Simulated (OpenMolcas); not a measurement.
Run report: BHS, geometry relaxation (part 3 of 3)

The same run, continued: BHS (hydrogen boron sulfide); B3P86/ANO-L-VTZP, RKS (OpenMolcas 26.06). The geometry comes from this level: GFN2-xTB.

Geometry of the input (Å):
```
B  -0.0410  -0.0161  0.1425
S  0.3953  0.1465  -1.3797
H  -0.3543  -0.1304  1.2371
```

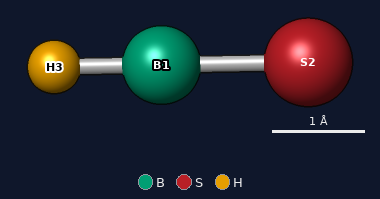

*The geometry at step 2 of the log (ball-and-stick view, seen at an oblique angle; atoms are numbered from 1 in the order of the input).*

**Log, continued**
```
       +----------------------------------+----------------------------------+
       +    Cartesian Displacements       +    Gradient in internals         +
       +  Value      Threshold Converged? +  Value      Threshold Converged? +
 +-----+----------------------------------+----------------------------------+
 + RMS + 5.4341E-04  1.2000E-03     Yes   + 8.9515E-04  3.0000E-04     No    +
 +-----+----------------------------------+----------------------------------+
 + Max + 7.0080E-04  1.8000E-03     Yes   + 9.5370E-04  4.5000E-04     No    +
 +-----+----------------------------------+----------------------------------+

 Convergence not reached yet!

*****************************************************************************************************************
*****************************************************************************************************************

++ Geometry section

********************************************************************************
  Geometrical information of the new structure
********************************************************************************

 *********************************************************
 * Nuclear coordinates for the next iteration / bohr     *
 *********************************************************
  ATOM              X               Y               Z
  B1              -0.074624       -0.027690        0.260378
  S2               0.756730        0.279740       -2.641481
  H3              -0.682125       -0.252050        2.381084

 *********************************************************
 * Nuclear coordinates for the next iteration / angstrom *
 *********************************************************
  ATOM              X               Y               Z
  B1              -0.039489       -0.014653        0.137786
  S2               0.400444        0.148032       -1.397811
  H3              -0.360965       -0.133379        1.260015

--
--- Stop Module: slapaf /rc=_RC_CONTINUE_LOOP_ ---

>>> END DO

--- Start Module: seward ---
--- Stop Module: seward /rc=_RC_ALL_IS_WELL_ ---
--- Module seward spent 3 seconds ---

--- Start Module: scf ---
--- Stop Module: scf /rc=_RC_ALL_IS_WELL_ ---
--- Module scf spent 2 seconds ---

--- Start Module: slapaf ---
--- Stop Module: slapaf /rc=_RC_INVOKED_OTHER_MODULE_ ---

--- Start Module: alaska ---
 Rotational correction to the DFT gradient is turned off due to close-to-degeneracy problems!
--- Stop Module: alaska /rc=_RC_ALL_IS_WELL_ ---
--- Module alaska spent 13 seconds ---

--- Start Module: slapaf ---

**********************************************************************************************************************
*                                    Energy Statistics for Geometry Optimization                                     *
**********************************************************************************************************************
                       Energy     Grad      Grad              Step                 Estimated   Geom       Hessian
Iter      Energy       Change     Norm      Max    Element    Max     Element     Final Energy Update Update   Index
  1   -423.73691112  0.00000000 0.020866  0.020087 nrc002   0.042174  nrc002     -423.73732633 RS-RFO  None      0
  2   -423.73744682 -0.00053571 0.007104  0.006111 nrc002   0.018614  nrc002     -423.73750694 RS-RFO  BFGS      0
  3   -423.73750933 -0.00006251 0.001550  0.000954 nrc001   0.001374  nrc001     -423.73750999 RS-RFO  BFGS      0
  4   -423.73751022 -0.00000089 0.000571  0.000334 nrc001   0.000796  nrc001     -423.73751036 RS-RFO  BFGS      0

       +----------------------------------+----------------------------------+
       +    Cartesian Displacements       +    Gradient in internals         +
       +  Value      Threshold Converged? +  Value      Threshold Converged? +
 +-----+----------------------------------+----------------------------------+
 + RMS + 2.9123E-04  1.2000E-03     Yes   + 3.2964E-04  3.0000E-04     No    +
 +-----+----------------------------------+----------------------------------+
 + Max + 4.1173E-04  1.8000E-03     Yes   + 3.3381E-04  4.5000E-04     Yes   +
 +-----+----------------------------------+----------------------------------+

 Convergence not reached yet!

*****************************************************************************************************************
*****************************************************************************************************************

++ Geometry section

********************************************************************************
  Geometrical information of the new structure
********************************************************************************

 *********************************************************
 * Nuclear coordinates for the next iteration / bohr     *
 *********************************************************
  ATOM              X               Y               Z
  B1              -0.074718       -0.027632        0.260775
  S2               0.756779        0.279719       -2.641681
  H3              -0.682080       -0.252087        2.380888

 *********************************************************
 * Nuclear coordinates for the next iteration / angstrom *
 *********************************************************
  ATOM              X               Y               Z
  B1              -0.039539       -0.014622        0.137996
  S2               0.400470        0.148021       -1.397918
  H3              -0.360941       -0.133399        1.259912

--
--- Stop Module: slapaf /rc=_RC_CONTINUE_LOOP_ ---

>>> END DO

--- Start Module: seward ---
--- Stop Module: seward /rc=_RC_ALL_IS_WELL_ ---
--- Module seward spent 3 seconds ---

--- Start Module: scf ---
--- Stop Module: scf /rc=_RC_ALL_IS_WELL_ ---
--- Module scf spent 2 seconds ---

--- Start Module: slapaf ---
--- Stop Module: slapaf /rc=_RC_INVOKED_OTHER_MODULE_ ---

--- Start Module: alaska ---
 Rotational correction to the DFT gradient is turned off due to close-to-degeneracy problems!
--- Stop Module: alaska /rc=_RC_ALL_IS_WELL_ ---
--- Module alaska spent 14 seconds ---

--- Start Module: slapaf ---

**********************************************************************************************************************
*                                    Energy Statistics for Geometry Optimization                                     *
**********************************************************************************************************************
                       Energy     Grad      Grad              Step                 Estimated   Geom       Hessian
Iter      Energy       Change     Norm      Max    Element    Max     Element     Final Energy Update Update   Index
  1   -423.73691112  0.00000000 0.020866  0.020087 nrc002   0.042174  nrc002     -423.73732633 RS-RFO  None      0
  2   -423.73744682 -0.00053571 0.007104  0.006111 nrc002   0.018614  nrc002     -423.73750694 RS-RFO  BFGS      0
  3   -423.73750933 -0.00006251 0.001550  0.000954 nrc001   0.001374  nrc001     -423.73750999 RS-RFO  BFGS      0
  4   -423.73751022 -0.00000089 0.000571  0.000334 nrc001   0.000796  nrc001     -423.73751036 RS-RFO  BFGS      0
  5   -423.73751036 -0.00000014 0.000009 -0.000007 nrc002  -0.000024  nrc002     -423.73751036 RS-RFO  BFGS      0

       +----------------------------------+----------------------------------+
       +    Cartesian Displacements       +    Gradient in internals         +
       +  Value      Threshold Converged? +  Value      Threshold Converged? +
 +-----+----------------------------------+----------------------------------+
 + RMS + 1.6339E-05  1.2000E-03     Yes   + 6.3889E-06  3.0000E-04     Yes   +
 +-----+----------------------------------+----------------------------------+
 + Max + 1.9472E-05  1.8000E-03     Yes   + 7.3168E-06  4.5000E-04     Yes   +
 +-----+----------------------------------+----------------------------------+

 Geometry is converged in   5 iterations to a Minimum Structure

*****************************************************************************************************************
*****************************************************************************************************************

++ Geometry section

********************************************************************************
  Geometrical information of the final structure
********************************************************************************

  NOTE: on convergence the final predicted structure will be printed here.
  This is not identical to the structure printed in the head of the output.

 *********************************************************
 * Nuclear coordinates of the final structure / bohr     *
 *********************************************************
  ATOM              X               Y               Z
  B1              -0.074718       -0.027618        0.260783
  S2               0.756775        0.279711       -2.641672
  H3              -0.682076       -0.252094        2.380870

 *********************************************************
 * Nuclear coordinates of the final structure / angstrom *
 *********************************************************
  ATOM              X               Y               Z
  B1              -0.039539       -0.014615        0.138001
  S2               0.400468        0.148017       -1.397913
  H3              -0.360939       -0.133402        1.259902

                    ***************************************
                    *    InterNuclear Distances / bohr    *
                    ***************************************

               1 B1            2 S2            3 H3
    1 B1       0.000000
    2 S2       3.034811        0.000000
    3 H3       2.216764        5.251575        0.000000

                    *******************************************
                    *    InterNuclear Distances / angstrom    *
                    *******************************************

               1 B1            2 S2            3 H3
    1 B1       0.000000
    2 S2       1.605953        0.000000
    3 H3       1.173061        2.779014        0.000000
--
--- Stop Module: slapaf /rc=_RC_INVOKED_OTHER_MODULE_ ---

--- Start Module: last_energy ---

                                            &LAST_ENERGY

                       available to each process: 1.9 GB of memory, 1 thread

    Geometry read from RUNFILE

               SEWARD will generate:
                  Multipole Moment integrals up to order  2
                  Kinetic Energy integrals
                  Nuclear Attraction integrals (point charge)
                  One-Electron Hamiltonian integrals
                  Velocity integrals
                  Orbital angular momentum around (  0.5082   0.1880  -1.7740 )
                  Velocity quadrupole around (  0.5157   0.1906  -1.8002 )
                  Two-Electron Repulsion integrals

                   Integrals are discarded if absolute value <: 1.00E-14
                   Integral cutoff threshold is set to       <: 1.00E-16

            Nuclear Potential Energy             31.66302880 au

      Basis set specifications :
      Symmetry species         a
      Basis functions           78

 ###############################################################################
 ###     Minimized-density-differences option turned off!                    ###
 ###############################################################################
++    Input section:
      --------------

      Header of the integral files:

      Cartesian coordinates in angstrom:
      -----------------------------------------------------
      No.  Label        X            Y            Z
      -----------------------------------------------------
       1   B1        -0.03953895  -0.01461467   0.13800053
       2   S2         0.40046823   0.14801688  -1.39791268
       3   H3        -0.36093928  -0.13340220   1.25990215
      -----------------------------------------------------
      Nuclear repulsion energy =   31.66302880
--

++    Orbital specifications:
      -----------------------

      Symmetry species               1
                                     a
      Frozen orbitals                0
      Occupied orbitals             11
      Secondary orbitals            67
      Deleted orbitals               0
      Total number of orbitals      78
      Number of basis functions     78
--

      Molecular charge                           0.000

      Numerical integration parameters
      --------------------------------
      Radial quadrature type:                         MHL
      Size of radial grid:                            75
      Lebedev angular grid:                           29
      Angular grid pruned with the crowding factor:  3.00E+00
                                 and fading factor:  6.00E+00
      Screening threshold for integral computation:   1.00E-11
      Radial quadrature accuracy:                     1.00E-25
      Maximum batch size:                             128
      AO values are stored on disk
      The same grid will be used for all iterations.

      DFT functional specifications
      -----------------------------
      Using Libxc version: 6.2.2
      Please cite the following reference:
      S. Lehtola, C. Steigemann, M. J.T. Oliveira, and M. A.L. Marques.,  SoftwareX 7, 1–5 (2018) doi:10.1016/j.softx.2017.11.002

      * B3P86
        - Defined through Gaussian implementation. doi:

++    Optimization specifications:
      ----------------------------

      SCF Algorithm: Conventional
      D(i)-D(i-1) density differences are used
      Number of density matrices in core                 5
      Maximum number of NDDO SCF iterations            400
      Maximum number of HF SCF iterations              400
      Threshold for SCF energy change             1.00E-09
      Threshold for density matrix                1.00E-04
      Threshold for Fock matrix                   1.50E-04
      Threshold for linear dependence             1.00E-09
      Threshold at which DIIS is turned on        1.50E-01
      Maximum depth in the DIIS procedure                5
      Maximum depth in the BFGS Hessian update          30
      Threshold at which QNR/C2DIIS is turned on  7.50E-02
      Threshold for Norm(delta) (QNR/C2DIIS)      1.00E-03
      All orbitals punched on: SCFORB
--

      Detected old SCF orbitals

++ Convergence information
                                   [...]      iterations: Energy and convergence statistics

Iter     Tot. [...]      One-elec.       Two-elec.     Energy      Max Dij or  Max Fij      DNorm      TNorm      AccCon     Time
         Energy          Energy          Energy        Change      Delta Norm                                                in Sec.
   1  -423.737510361  -670.587355157   215.186816000   0.00E+00    6.13E-06    2.12E-06     6.55E+00   1.02E+02   None         0.
   2  -423.737510361  -670.587377552   215.186838395  -5.29E-11    9.20E-06    1.16E-06     5.99E-05   1.02E+02   EDIIS        0.

       Convergence after   2 Iterations
--

 *****************************************************************************************************************************
 *                                             SCF/KS-DFT Program, Final results                                             *
 *                                                       Final Results                                                       *
 *****************************************************************************************************************************

::    Total KS-DFT energy                            -423.7375103612
      One-electron energy                            -670.5873775516
      Two-electron energy                             215.1868383949
      Nuclear repulsion energy                         31.6630287956
      Kinetic energy (interpolated)                   422.4198587506
      Virial theorem                                    1.0031192937
      Total spin, S(S+1)                                0.0000000000
      Total spin, S                                     0.0000000000
      Max non-diagonal density matrix element           0.0000092039
      Max non-diagonal Fock matrix element              0.0000011557

      No orbitals printed

++    Molecular charges:
      ------------------

      Mulliken charges per centre
      ---------------------------

                B1      S2      H3
      Total    5.8707 15.6249  0.5044

      N-E     -0.8707  0.3751  0.4956

      Total electronic charge=   22.000000

      Total            charge=   -0.000000
--

++    Static properties:
      ------------------

      LoProp Charges per center

                   B1       S2       H3
      Nuclear      5.0000  16.0000   1.0000
      Electronic  -4.9938 -16.0249  -0.9813

      Total        0.0062  -0.0249   0.0187
--

++    Natural Bond Order analysis
      ---------------------------
      Based on LoProp computed density
      -------------------------------------------------------------------------------------
      Atom A       Atom B       Bond Order
      -------------------------------------------------------------------------------------
      NBO located      0.982 non-bonded electrons on atom B1
      NBO located      0.982 non-bonded electrons on atom B1
      NBO located      1.004 non-bonded electrons on atom S2
      NBO located      1.000 non-bonded electrons on atom S2
      NBO located      0.998 non-bonded electrons on atom S2
      NBO located      0.999 non-bonded electrons on atom S2
      NBO located      0.999 non-bonded electrons on atom S2
      The remaining    5.077 electrons are to be considered as diffuse
--

++    Molecular properties:
      ---------------------

      Charge (e):
                      =   -0.0000
      Dipole Moment (debye):
      Origin of the operator (angstrom)=    0.2729    0.1009   -0.9526
                   X= -3.9926E-01               Y= -1.4759E-01               Z=  1.3937E+00           Total=  1.4572E+00
      Quadrupole Moment (debye*angstrom):
      Origin of the operator (angstrom)=    0.2729    0.1009   -0.9526
                  XX= -1.9530E+01              XY=  9.7469E-02              XZ= -9.2050E-01              YY= -1.9758E+01
                  YZ= -3.4023E-01              ZZ= -1.6581E+01
      In traceless form (debye*angstrom)
                  XX= -1.3609E+00              XY=  1.4620E-01              XZ= -1.3808E+00              YY= -1.7024E+00
                  YZ= -5.1035E-01              ZZ=  3.0633E+00
--

--- Stop Module: last_energy /rc=_RC_ALL_IS_WELL_ ---
--- Module last_energy spent 5 seconds ---

>>> END DO

.##################.
.# Happy landing! #.
.##################.

    Timing: Wall=110.06 User=103.18 System=6.50
```

**Trajectory as extended XYZ (Å, eV, eV/Å), 5 frames, from step=0 to step=4**
```
3
Properties=species:S:1:pos:R:3:forces:R:3 step=0 energy=-11530.46875
B    -0.0410   -0.0161    0.1425    0.0454   0.0221  -0.1549
S     0.3953    0.1465   -1.3797    0.1816   0.0648  -0.6355
H    -0.3543   -0.1304    1.2371   -0.2270  -0.0869   0.7903
3
Properties=species:S:1:pos:R:3:forces:R:3 step=1 energy=-11530.48333
B    -0.0398   -0.0152    0.1385   -0.0196  -0.0039   0.0709
S     0.3987    0.1476   -1.3914    0.0784   0.0276  -0.2748
H    -0.3589   -0.1323    1.2530   -0.0588  -0.0237   0.2039
3
Properties=species:S:1:pos:R:3:forces:R:3 step=2 energy=-11530.48503
B    -0.0394   -0.0147    0.1375   -0.0170  -0.0053   0.0601
S     0.4003    0.1480   -1.3975    0.0127   0.0043  -0.0446
H    -0.3609   -0.1333    1.2600    0.0043   0.0010  -0.0155
3
Properties=species:S:1:pos:R:3:forces:R:3 step=3 energy=-11530.48506
B    -0.0395   -0.0147    0.1378   -0.0064  -0.0020   0.0228
S     0.4004    0.1480   -1.3978    0.0040   0.0013  -0.0142
H    -0.3610   -0.1334    1.2600    0.0024   0.0007  -0.0086
3
Properties=species:S:1:pos:R:3:forces:R:3 step=4 energy=-11530.48506
B    -0.0395   -0.0146    0.1380    0.0000   0.0001   0.0002
S     0.4005    0.1480   -1.3979    0.0000  -0.0001   0.0001
H    -0.3609   -0.1334    1.2599    0.0001   0.0000  -0.0003
```

**Key numbers**

| quantity | value |
| --- | --- |
| outcome | converged |
| total energy | −423.737510 hartree |
| basis functions | 78 |
| HOMO | −8.49 eV |
| LUMO | −1.66 eV |
| dipole moment | 1.46 debye |
| hardware | 1 thread of Arm Neoverse V1, 24 GiB of memory available, shared host |
| wall time | 1.8 min |
| peak memory | 0.44 GiB |
